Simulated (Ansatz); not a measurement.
**Run report: WH₂Cl₃OF₂, nudged elastic band**

The run: nudged elastic band of WH₂Cl₃OF₂, multiplicity 2. Method and program: UKS PBE/def2-SVP (Ansatz 0.2.0).

It belongs to a series of runs on one base structure; here: band between the two ends.

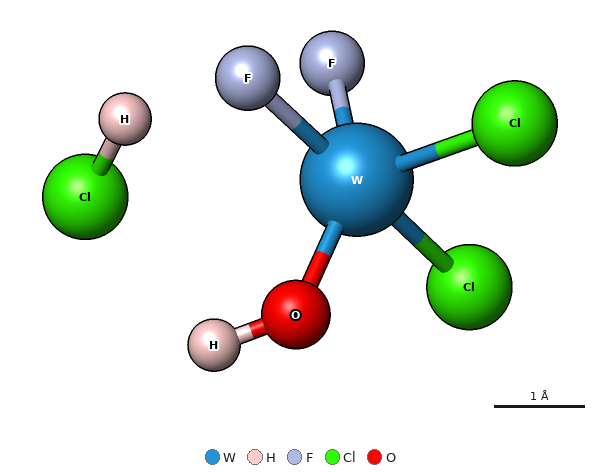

The input geometry (ball-and-stick view, seen on its broad side). Sticks mark near contacts. Bond lengths as drawn: Cl–H 1.34 Å, Cl–W 2.27 to 2.32 Å, F–W 1.86 to 1.99 Å, H–O 0.98 Å and O–W 1.86 Å.

Input file
```yaml
crystal:
  periodic: [false, false, false]
  atoms:
    - { symbol: W, position_ang: [-0.268664, -0.076078, -0.195684] }
    - { symbol: H, position_ang: [1.188686, 0.180881, 2.053102] }
    - { symbol: F, position_ang: [1.599329, 0.187932, 0.421684] }
    - { symbol: F, position_ang: [-0.456912, 1.70235, 0.309406] }
    - { symbol: Cl, position_ang: [-2.537798, -0.137553, -0.688494] }
    - { symbol: O, position_ang: [-0.205952, -1.840192, 0.374702] }
    - { symbol: H, position_ang: [-0.063126, -2.190609, 1.277619] }
    - { symbol: Cl, position_ang: [0.407577, -0.124221, -2.3591] }
    - { symbol: Cl, position_ang: [0.17846, -0.069612, 2.899067] }
magnetization:
  spin_polarized: true
  initial_magnetization: 1
basis:
  gaussian: { orbitals: def2-SVP }
hamiltonian:
  xc: pbe
neb:
  order_check: false
  images: 7
  f_tol: 0.05
  max_iterations: 58
  final_atoms:
    - { symbol: W, position_ang: [-0.11575007, -0.17922094, -0.15409448] }
    - { symbol: H, position_ang: [0.24018427, 1.20697469, 2.7013992] }
    - { symbol: F, position_ang: [1.79884636, -0.37106989, 0.03403811] }
    - { symbol: F, position_ang: [0.16463583, 1.61305578, 0.34292335] }
    - { symbol: Cl, position_ang: [-2.42945396, 0.11948619, -0.16781964] }
    - { symbol: O, position_ang: [-0.23578344, -1.98863804, 0.31106468] }
    - { symbol: H, position_ang: [0.50994601, -2.52001637, 0.65419702] }
    - { symbol: Cl, position_ang: [0.05994713, -0.21374381, -2.42209998] }
    - { symbol: Cl, position_ang: [-0.15097213, -0.0339296, 2.79269374] }
  initial_path:
    images:
      - { positions_ang: [[-0.268664, -0.076078, -0.195684], [1.188686, 0.180881, 2.053102], [1.599329, 0.187932, 0.421684], [-0.456912, 1.70235, 0.309406], [-2.537798, -0.137553, -0.688494], [-0.205952, -1.840192, 0.374702], [-0.063126, -2.190609, 1.277619], [0.407577, -0.124221, -2.3591], [0.17846, -0.069612, 2.899067]] }
      - { positions_ang: [[-0.19787525, -0.0628237, -0.14971518], [0.87886849, 0.15458242, 2.02848609], [1.66536619, 0.13686287, 0.32852349], [-0.33997475, 1.73291285, 0.20587644], [-2.49689851, -0.11109913, -0.53897582], [-0.14988332, -1.87029632, 0.3024301], [0.04554671, -2.20600008, 1.2046696], [0.32904273, -0.12888102, -2.36869959], [0.1074077, -0.01235988, 3.07970687]] }
      - { positions_ang: [[-0.1270865, -0.04956941, -0.10374637], [0.56905097, 0.12828384, 2.00387018], [1.73140338, 0.08579373, 0.23536298], [-0.22303749, 1.76347569, 0.10234689], [-2.45599901, -0.08464526, -0.38945764], [-0.09381463, -1.90040064, 0.23015819], [0.15421942, -2.22139117, 1.1317202], [0.25050846, -0.13354104, -2.37829918], [0.0363554, 0.04489224, 3.26034675]] }
      - { positions_ang: [[-0.05629775, -0.03631511, -0.05777755], [0.25923346, 0.10198526, 1.97925427], [1.79744058, 0.0347246, 0.14220248], [-0.10610024, 1.79403854, -0.00118267], [-2.41509952, -0.05819138, -0.23993945], [-0.03774595, -1.93050496, 0.15788629], [0.26289214, -2.23678225, 1.0587708], [0.17197419, -0.13820106, -2.38789877], [-0.0346969, 0.10214437, 3.44098662]] }
      - { positions_ang: [[0.014491, -0.02306081, -0.01180874], [-0.05058406, 0.07568668, 1.95463835], [1.86347777, -0.01634454, 0.04904197], [0.01083702, 1.82460138, -0.10471223], [-2.37420002, -0.03173751, -0.09042127], [0.01832274, -1.96060928, 0.08561438], [0.37156485, -2.25217334, 0.9858214], [0.09343992, -0.14286108, -2.39749836], [-0.1057492, 0.15939649, 3.6216265]] }
      - { positions_ang: [[-0.01806927, -0.06210085, -0.04738017], [0.02210803, 0.35850869, 2.14132857], [1.84731992, -0.10502588, 0.045291], [0.04928672, 1.77171498, 0.00719667], [-2.38801351, 0.00606841, -0.10977086], [-0.04520381, -1.96761647, 0.14197696], [0.40616014, -2.31913409, 0.9029153], [0.08506672, -0.16058176, -2.40364876], [-0.11705493, 0.11106497, 3.41439331]] }
      - { positions_ang: [[-0.05062954, -0.10114088, -0.08295161], [0.09480011, 0.64133069, 2.32801878], [1.83116207, -0.19370722, 0.04154004], [0.08773642, 1.71882858, 0.11910556], [-2.40182699, 0.04387434, -0.12912046], [-0.10873035, -1.97462366, 0.19833953], [0.44075543, -2.38609485, 0.82000921], [0.07669352, -0.17830244, -2.40979917], [-0.12836066, 0.06273344, 3.20716012]] }
      - { positions_ang: [[-0.08318981, -0.14018091, -0.11852305], [0.16749219, 0.92415269, 2.51470899], [1.81500421, -0.28238856, 0.03778907], [0.12618612, 1.66594218, 0.23101446], [-2.41564048, 0.08168026, -0.14847005], [-0.17225689, -1.98163085, 0.2547021], [0.47535072, -2.45305561, 0.73710311], [0.06832032, -0.19602312, -2.41594957], [-0.13966639, 0.01440192, 2.99992693]] }
      - { positions_ang: [[-0.11575007, -0.17922094, -0.15409448], [0.24018427, 1.20697469, 2.7013992], [1.79884636, -0.37106989, 0.03403811], [0.16463583, 1.61305578, 0.34292335], [-2.42945396, 0.11948619, -0.16781964], [-0.23578344, -1.98863804, 0.31106468], [0.50994601, -2.52001637, 0.65419702], [0.05994713, -0.21374381, -2.42209998], [-0.15097213, -0.0339296, 2.79269374]] }
```

Run on 4 threads of Arm Neoverse V1, 24 GiB of memory available, shared host.

Run as:
```bash
ansatz run input.yaml --threads 4 --pin off --max-ram 5120MiB --backend cpu --events-out ev --progress --plain --runs-dir out
```

What the program printed
```
Engine: ansatz 0.2.0, aarch64-unknown-linux-gnu
Functional definition: PBE
  parameter kappa = 0.804
  parameter beta = 0.06672455060314922
  exchange = pbe_x(kappa = kappa, mu = beta*pi^2/3)
  correlation = pbe_c(beta = beta)
1447 factors; their error is unknown
mean field evaluation 1: about -46865.2910 eV, gradient 5.1e1 eV
mean field evaluation 2: about -46678.4367 eV, gradient 2.0e2 eV
mean field evaluation 4: about -46872.3443 eV, gradient 2.5e1 eV
mean field evaluation 8: about -46874.4809 eV, gradient 2.7e-1 eV
mean field evaluation 16: about -46874.3944 eV, gradient 1.6e-3 eV
mean field evaluation 32: about -46873.6588 eV, gradient 2.1e0 eV
mean field -46874.39435040 eV, -1722.6022197716 hartree, gradient 2.2e-5 eV, S^2 0.753194; 4 other end points of the search recorded, 0 dependent functions left out
the calculation of the forces begins
reference -46874.39441932 eV, -1722.6022223045 hartree; 47, 46 occupied and 91, 92 virtual orbitals, 1447 factors
1447 factors; their error is unknown
mean field evaluation 64: about -46874.3523 eV, gradient 1.9e-5 eV
mean field -46874.35228808 eV, -1722.6006740098 hartree, gradient 1.9e-5 eV, S^2 0.753298; 4 other end points of the search recorded, 0 dependent functions left out
[... from here on the field's lines of each further geometry are left out, up to the last ...]
NEB iter   1: max|band force component| = 1.035e1 eV/Å  barrier→ = 2.4518 eV  barrier← = 2.4097 eV  Δτ_max = 0.2000 Å  (1223 SCF iters)
NEB iter   2: max|band force component| = 3.668e0 eV/Å  barrier→ = 1.5300 eV  barrier← = 1.4879 eV  Δτ_max = 0.1969 Å  (360 SCF iters)
NEB iter   3: max|band force component| = 1.607e0 eV/Å  barrier→ = 0.9678 eV  barrier← = 0.9257 eV  Δτ_max = 0.2000 Å  (324 SCF iters)
NEB iter   4: max|band force component| = 5.086e0 eV/Å  barrier→ = 1.0103 eV  barrier← = 0.9683 eV  Δτ_max = 0.0997 Å  (312 SCF iters)
NEB iter   5: max|band force component| = 5.712e-1 eV/Å  barrier→ = 0.6416 eV  barrier← = 0.5995 eV  Δτ_max = 0.1973 Å  (289 SCF iters)
NEB iter   6: max|band force component| = 4.405e-1 eV/Å  barrier→ = 0.5247 eV  barrier← = 0.4826 eV  CI = image 4  Δτ_max = 0.1921 Å  (296 SCF iters)
NEB iter   7: max|band force component| = 7.307e-1 eV/Å  barrier→ = 0.4272 eV  barrier← = 0.3851 eV  CI = image 4  Δτ_max = 0.1012 Å  (288 SCF iters)
NEB iter   8: max|band force component| = 6.425e-1 eV/Å  barrier→ = 0.3806 eV  barrier← = 0.3386 eV  CI = image 4  Δτ_max = 0.1010 Å  (269 SCF iters)
NEB iter   9: max|band force component| = 6.401e-1 eV/Å  barrier→ = 0.3341 eV  barrier← = 0.2920 eV  CI = image 4  Δτ_max = 0.1955 Å  (270 SCF iters)
NEB iter  10: max|band force component| = 4.033e-1 eV/Å  barrier→ = 0.2641 eV  barrier← = 0.2220 eV  CI = image 4  Δτ_max = 0.2000 Å  (273 SCF iters)
NEB iter  11: max|band force component| = 4.707e-1 eV/Å  barrier→ = 0.2046 eV  barrier← = 0.1625 eV  CI = image 4  Δτ_max = 0.0992 Å  (283 SCF iters)
NEB iter  12: max|band force component| = 3.884e-1 eV/Å  barrier→ = 0.1827 eV  barrier← = 0.1406 eV  CI = image 4  Δτ_max = 0.1014 Å  (273 SCF iters)
NEB iter  13: max|band force component| = 2.695e-1 eV/Å  barrier→ = 0.1558 eV  barrier← = 0.1137 eV  CI = image 4  Δτ_max = 0.0997 Å  (279 SCF iters)
NEB iter  14: max|band force component| = 2.798e-1 eV/Å  barrier→ = 0.1209 eV  barrier← = 0.0788 eV  CI = image 4  Δτ_max = 0.0979 Å  (265 SCF iters)
NEB iter  15: max|band force component| = 3.994e-1 eV/Å  barrier→ = 0.1106 eV  barrier← = 0.0685 eV  CI = image 4  Δτ_max = 0.1347 Å  (266 SCF iters)
NEB iter  16: max|band force component| = 4.292e-1 eV/Å  barrier→ = 0.1185 eV  barrier← = 0.0764 eV  CI = image 4  Δτ_max = 0.0678 Å  (270 SCF iters)
NEB iter  17: max|band force component| = 3.990e-1 eV/Å  barrier→ = 0.1025 eV  barrier← = 0.0605 eV  CI = image 4  Δτ_max = 0.1345 Å  (264 SCF iters)
NEB iter  18: max|band force component| = 2.857e-1 eV/Å  barrier→ = 0.0935 eV  barrier← = 0.0514 eV  CI = image 4  Δτ_max = 0.1361 Å  (269 SCF iters)
NEB iter  19: max|band force component| = 3.406e-1 eV/Å  barrier→ = 0.0756 eV  barrier← = 0.0335 eV  CI = image 4  Δτ_max = 0.1317 Å  (259 SCF iters)
NEB iter  20: max|band force component| = 3.329e-1 eV/Å  barrier→ = 0.0675 eV  barrier← = 0.0255 eV  CI = image 4  Δτ_max = 0.1752 Å  (263 SCF iters)
NEB iter  21: max|band force component| = 5.503e-1 eV/Å  barrier→ = 0.0670 eV  barrier← = 0.0249 eV  CI = image 4  Δτ_max = 0.0857 Å  (265 SCF iters)
NEB iter  22: max|band force component| = 3.012e-1 eV/Å  barrier→ = 0.0600 eV  barrier← = 0.0179 eV  CI = image 4  Δτ_max = 0.1391 Å  (261 SCF iters)
NEB iter  23: max|band force component| = 7.330e-1 eV/Å  barrier→ = 0.0581 eV  barrier← = 0.0160 eV  CI = image 7  Δτ_max = 0.1696 Å  (270 SCF iters)
NEB iter  24: max|band force component| = 5.793e-1 eV/Å  barrier→ = 0.0594 eV  barrier← = 0.0173 eV  CI = image 7  Δτ_max = 0.1992 Å  (267 SCF iters)
NEB iter  25: max|band force component| = 1.592e0 eV/Å  barrier→ = 0.0706 eV  barrier← = 0.0285 eV  CI = image 5  Δτ_max = 0.2000 Å  (270 SCF iters)
NEB iter  26: max|band force component| = 6.929e-1 eV/Å  barrier→ = 0.0700 eV  barrier← = 0.0280 eV  CI = image 7  Δτ_max = 0.1515 Å  (275 SCF iters)
NEB iter  27: max|band force component| = 2.021e-1 eV/Å  barrier→ = 0.0596 eV  barrier← = 0.0175 eV  CI = image 7  Δτ_max = 0.2000 Å  (271 SCF iters)
NEB iter  28: max|band force component| = 7.230e-1 eV/Å  barrier→ = 0.1013 eV  barrier← = 0.0593 eV  CI = image 6  Δτ_max = 0.1004 Å  (266 SCF iters)
NEB iter  29: max|band force component| = 2.423e-1 eV/Å  barrier→ = 0.0684 eV  barrier← = 0.0263 eV  CI = image 7  Δτ_max = 0.1153 Å  (277 SCF iters)
NEB iter  30: max|band force component| = 1.081e0 eV/Å  barrier→ = 0.0610 eV  barrier← = 0.0190 eV  CI = image 5  Δτ_max = 0.0587 Å  (272 SCF iters)
NEB iter  31: max|band force component| = 7.846e-1 eV/Å  barrier→ = 0.0600 eV  barrier← = 0.0179 eV  CI = image 6  Δτ_max = 0.1157 Å  (251 SCF iters)
NEB iter  32: max|band force component| = 2.576e-1 eV/Å  barrier→ = 0.0679 eV  barrier← = 0.0259 eV  CI = image 5  Δτ_max = 0.1454 Å  (273 SCF iters)
NEB iter  33: max|band force component| = 3.965e-1 eV/Å  barrier→ = 0.0599 eV  barrier← = 0.0178 eV  CI = image 6  Δτ_max = 0.0736 Å  (265 SCF iters)
NEB iter  34: max|band force component| = 1.092e-1 eV/Å  barrier→ = 0.0596 eV  barrier← = 0.0175 eV  CI = image 6  Δτ_max = 0.0206 Å  (265 SCF iters)
the calculation of the forces begins
reference -46874.34295530 eV, -1722.6003310364 hartree; 47, 46 occupied and 91, 92 virtual orbitals, 1447 factors
1447 factors; their error is unknown
mean field evaluation 2560: about -46874.3348 eV, gradient 5.3e-5 eV
mean field -46874.33481351 eV, -1722.6000318311 hartree, gradient 2.4e-5 eV, S^2 0.753224; 5 other end points of the search recorded, 0 dependent functions left out
the calculation of the forces begins
reference -46874.33488428 eV, -1722.6000344318 hartree; 47, 46 occupied and 91, 92 virtual orbitals, 1447 factors
NEB iter  35: max|band force component| = 4.143e-2 eV/Å  barrier→ = 0.0595 eV  barrier← = 0.0175 eV  CI = image 6  Δτ_max = 0.0000 Å  (858 SCF iters)
```

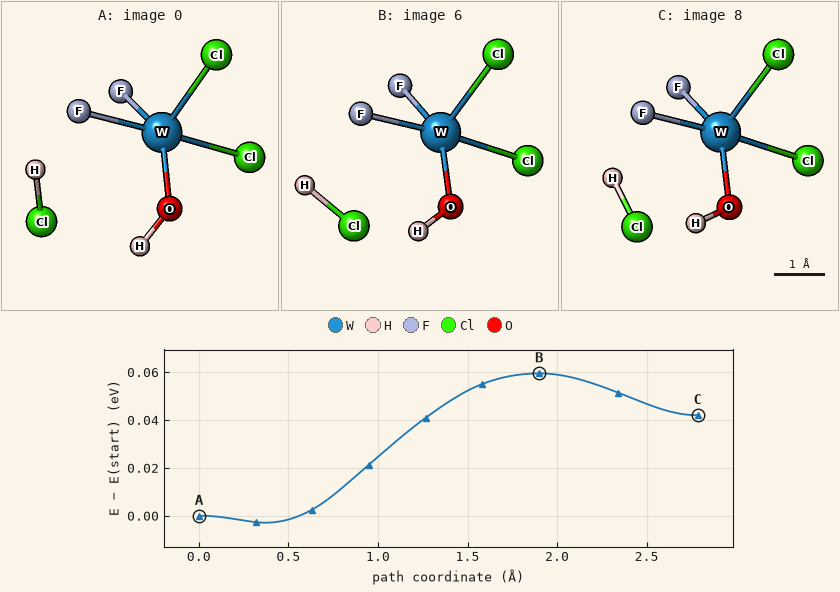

Images of the last band (counted from 0; ball-and-stick, seen at a tilt) above the energy along the path; the line is a cubic interpolation that uses the forces. The highest image is number 6, 0.060 eV above the start and 0.017 eV above the end (the climbing image); the end lies 0.042 eV above the start. The path is 2.78 Å long. The band converged in 35 iterations.

```
Total energy: -46874.33488428 eV, -1722.6000344318 hartree
Atom 0 at    -0.182264    -0.138300    -0.180006 Å, force     0.004070     0.004739     0.001322 eV/Å
Atom 1 at     0.787403     0.790522     2.749681 Å, force     0.000109    -0.001616    -0.000994 eV/Å
Atom 2 at     1.726399    -0.138701     0.167276 Å, force    -0.001595    -0.000960    -0.000250 eV/Å
Atom 3 at    -0.069437     1.686410     0.223715 Å, force    -0.001556     0.001252     0.000511 eV/Å
Atom 4 at    -2.509331    -0.010060    -0.323179 Å, force     0.001236    -0.000895    -0.000857 eV/Å
Atom 5 at    -0.190371    -1.942903     0.301661 Å, force    -0.013008    -0.006449    -0.003194 eV/Å
Atom 6 at     0.437246    -2.455349     0.844668 Å, force     0.008668     0.003791     0.002360 eV/Å
Atom 7 at     0.127229    -0.207994    -2.432560 Å, force     0.001072    -0.000694     0.000261 eV/Å
Atom 8 at    -0.285275     0.049274     2.741046 Å, force     0.001004     0.000831     0.000841 eV/Å
Dipole moment:     0.350944    -0.301430     0.769149 e Å
this run last wrote the band of iteration 35 to [file]
```

The last band as extended XYZ (Å, eV, eV/Å)
```
9
Properties=species:S:1:pos:R:3:forces:R:3 image=0 energy=-46874.39435
W    -0.2687   -0.0761   -0.1957    0.0155  -0.0019   0.0028
H     1.1887    0.1809    2.0531   -0.0089  -0.0060   0.0080
F     1.5993    0.1879    0.4217   -0.0076   0.0077  -0.0077
F    -0.4569    1.7024    0.3094    0.0000  -0.0028   0.0023
Cl   -2.5378   -0.1376   -0.6885   -0.0006   0.0009  -0.0021
O    -0.2060   -1.8402    0.3747   -0.0018   0.0011  -0.0109
H    -0.0631   -2.1906    1.2776   -0.0026  -0.0001   0.0117
Cl    0.4076   -0.1242   -2.3591   -0.0024  -0.0010   0.0029
Cl    0.1785   -0.0696    2.8991    0.0085   0.0021  -0.0071
9
Properties=species:S:1:pos:R:3:forces:R:3 image=1 energy=-46874.39695
W    -0.2341   -0.0750   -0.1415    0.0004   0.0019   0.0019
H     1.1703    0.2251    2.0501   -0.0013   0.0009   0.0017
F     1.6433    0.2032    0.4541    0.0010  -0.0008   0.0008
F    -0.4154    1.7268    0.2838    0.0030   0.0009  -0.0017
Cl   -2.5208   -0.1526   -0.5682   -0.0004   0.0010   0.0037
O    -0.1394   -1.8600    0.3526    0.0019  -0.0036  -0.0026
H    -0.0992   -2.3532    1.1933    0.0018  -0.0030  -0.0017
Cl    0.3683   -0.0993   -2.3292   -0.0021  -0.0004   0.0003
Cl    0.0687    0.0179    2.7973   -0.0043   0.0031  -0.0025
9
Properties=species:S:1:pos:R:3:forces:R:3 image=2 energy=-46874.39172
W    -0.2325   -0.0773   -0.1222   -0.0053  -0.0005   0.0005
H     1.1108    0.2707    2.1278    0.0094  -0.0081  -0.0274
F     1.6457    0.1526    0.4770    0.0034   0.0111   0.0100
F    -0.3390    1.7482    0.2324   -0.0111   0.0004   0.0036
Cl   -2.5307   -0.1155   -0.4900    0.0021  -0.0066  -0.0069
O    -0.1354   -1.8720    0.3368    0.0036   0.0061   0.0046
H     0.0615   -2.4463    1.0980   -0.0205  -0.0004   0.0106
Cl    0.3186   -0.1193   -2.3258    0.0089   0.0041   0.0027
Cl   -0.0573    0.0918    2.7583    0.0095  -0.0061   0.0024
9
Properties=species:S:1:pos:R:3:forces:R:3 image=3 energy=-46874.37294
W    -0.2291   -0.0900   -0.1317   -0.0020   0.0103   0.0046
H     1.0543    0.3511    2.2997    0.0087  -0.0192  -0.0418
F     1.6440    0.0949    0.4434   -0.0053   0.0146   0.0159
F    -0.2843    1.7468    0.1919   -0.0141   0.0012  -0.0009
Cl   -2.5365   -0.1018   -0.4579    0.0000  -0.0077  -0.0103
O    -0.1434   -1.8877    0.3308    0.0024   0.0067   0.0043
H     0.2331   -2.4633    1.0195   -0.0192  -0.0050   0.0170
Cl    0.2756   -0.1571   -2.3476    0.0128   0.0048   0.0079
Cl   -0.1722    0.1400    2.7442    0.0167  -0.0057   0.0032
9
Properties=species:S:1:pos:R:3:forces:R:3 image=4 energy=-46874.35339
W    -0.2175   -0.1055   -0.1495   -0.0091   0.0106   0.0046
H     0.9968    0.4619    2.4981    0.0139  -0.0229  -0.0334
F     1.6616    0.0273    0.3663    0.0019   0.0121   0.0154
F    -0.2238    1.7344    0.1778   -0.0154   0.0019  -0.0081
Cl   -2.5358   -0.0854   -0.4172    0.0036  -0.0069  -0.0091
O    -0.1526   -1.9081    0.3178   -0.0023   0.0177   0.0109
H     0.3441   -2.4541    0.9530   -0.0099  -0.0080   0.0091
Cl    0.2227   -0.1815   -2.3799    0.0100   0.0014   0.0065
Cl   -0.2539    0.1438    2.7258    0.0072  -0.0059   0.0041
9
Properties=species:S:1:pos:R:3:forces:R:3 image=5 energy=-46874.33924
W    -0.2092   -0.1182   -0.1622    0.0216  -0.0223  -0.0066
H     0.9400    0.5926    2.6421    0.0021  -0.0230  -0.0107
F     1.6887   -0.1011    0.2688   -0.0197   0.0064   0.0019
F    -0.1111    1.7161    0.1921   -0.0090   0.0098  -0.0028
Cl   -2.5308   -0.0067   -0.3608   -0.0068  -0.0018  -0.0038
O    -0.2143   -1.9259    0.3139    0.0104   0.0426   0.0104
H     0.3944   -2.4386    0.8773   -0.0062  -0.0160   0.0043
Cl    0.1585   -0.2044   -2.4056    0.0025  -0.0002   0.0025
Cl   -0.2745    0.1191    2.7267    0.0051   0.0045   0.0050
9
Properties=species:S:1:pos:R:3:forces:R:3 image=6 energy=-46874.33481
W    -0.1823   -0.1383   -0.1800    0.0041   0.0047   0.0013
H     0.7874    0.7905    2.7497    0.0001  -0.0016  -0.0010
F     1.7264   -0.1387    0.1673   -0.0016  -0.0010  -0.0003
F    -0.0694    1.6864    0.2237   -0.0016   0.0013   0.0005
Cl   -2.5093   -0.0101   -0.3232    0.0012  -0.0009  -0.0009
O    -0.1904   -1.9429    0.3017   -0.0130  -0.0064  -0.0032
H     0.4372   -2.4553    0.8447    0.0087   0.0038   0.0024
Cl    0.1272   -0.2080   -2.4326    0.0011  -0.0007   0.0003
Cl   -0.2853    0.0493    2.7410    0.0010   0.0008   0.0008
9
Properties=species:S:1:pos:R:3:forces:R:3 image=7 energy=-46874.34288
W    -0.1557   -0.1629   -0.1765    0.0041   0.0045   0.0014
H     0.5255    1.0405    2.7620   -0.0155   0.0160  -0.0056
F     1.7597   -0.2545    0.0938   -0.0045  -0.0090  -0.0089
F     0.0295    1.6436    0.2954    0.0090   0.0018   0.0019
Cl   -2.4783    0.0300   -0.2736    0.0070   0.0021   0.0039
O    -0.2125   -1.9706    0.3045   -0.0036  -0.0043   0.0050
H     0.5034   -2.4620    0.7524    0.0069  -0.0008  -0.0066
Cl    0.1033   -0.2124   -2.4363   -0.0027   0.0013   0.0021
Cl   -0.2331   -0.0188    2.7706   -0.0006  -0.0116   0.0069
9
Properties=species:S:1:pos:R:3:forces:R:3 image=8 energy=-46874.35229
W    -0.1158   -0.1792   -0.1541   -0.0169   0.0032   0.0105
H     0.2402    1.2070    2.7014   -0.0055  -0.0165  -0.0029
F     1.7988   -0.3711    0.0340    0.0054  -0.0025  -0.0094
F     0.1646    1.6131    0.3429    0.0061   0.0097   0.0035
Cl   -2.4295    0.1195   -0.1678    0.0112  -0.0042  -0.0015
O    -0.2358   -1.9886    0.3111   -0.0027  -0.0237   0.0024
H     0.5099   -2.5200    0.6542   -0.0016   0.0155  -0.0006
Cl    0.0599   -0.2137   -2.4221    0.0024   0.0024  -0.0004
Cl   -0.1510   -0.0339    2.7927    0.0016   0.0160  -0.0015
```

Results in brief

```tsv
quantity	value
outcome	converged
barrier, forward	0.059 eV
barrier, backward	0.018 eV
wall time	18 min (CPU time 71 min)
peak memory	0.44 GiB
```

The order of the saddle point was not checked.
